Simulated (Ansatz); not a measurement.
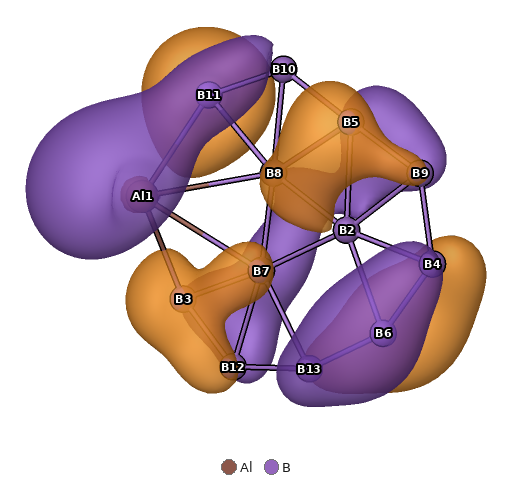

The picture shows: AlB₁₂ (charge −1, quintet). The HOMO−1 (α) at ±0.08 Å⁻³ᐟ² (orange and purple are the two phases), seen at an oblique angle.

Geometry: PBE-D4/def2-SVP.

Computed with UKS PBE0-D4/def2-TZVPD in Ansatz 0.2.0.

```xyz
13

Al   -2.5610   -0.4771   -0.7026
B     1.0008   -0.0135    0.0240
B    -2.3191    1.3737    0.2373
B     2.6946    0.4651   -0.0220
B     1.0676   -1.8549    0.0956
B     1.7533    1.6954   -0.0772
B    -0.6424    0.7643   -0.0202
B    -0.4537   -0.8983    0.0967
B     2.4322   -1.0606    0.0494
B    -0.3088   -2.6630    0.2202
B    -1.7694   -2.1426    0.2194
B    -1.2241    2.4391   -0.0016
B     0.3299    2.3724   -0.1190
```

Q: Describe this orbital and give its energy.

A: By Hirshfeld shares it lies mainly on Al1 (about 20 %), B11 (about 15 %), B6 (about 15 %), B4 (about 5 %) and B5 (about 5 %). Its energy is −1.71 eV.
